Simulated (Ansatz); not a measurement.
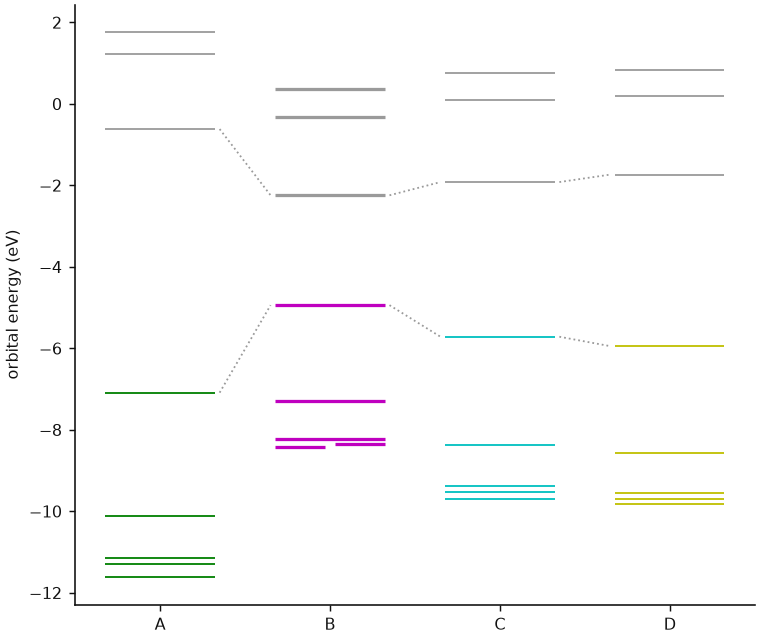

Frontier orbital energies of C₃H₈OSi, SMILES CC(C)[Si]O at one geometry, def2-TZVPP, the Ansatz code, at a PBE0-D4/def2-TZVP geometry (a minimum by its frequencies). Empty levels are grey, levels within 0.1 eV stand side by side; all columns show the same few orbitals around the gap. Dotted lines join the HOMOs and the LUMOs.

### The columns come from B3LYP, BHLYP, BLYP and HSE06. Which is which?

A: BHLYP (HOMO −7.09, LUMO −0.62, separation 6.47 eV)
B: BLYP (HOMO −4.94, LUMO −2.24, separation 2.70 eV)
C: HSE06 (HOMO −5.72, LUMO −1.92, separation 3.80 eV)
D: B3LYP (HOMO −5.95, LUMO −1.74, separation 4.21 eV)

Caveats, for all or some of the runs: empty levels above zero depend strongly on the basis; one conformer of a flexible molecule.
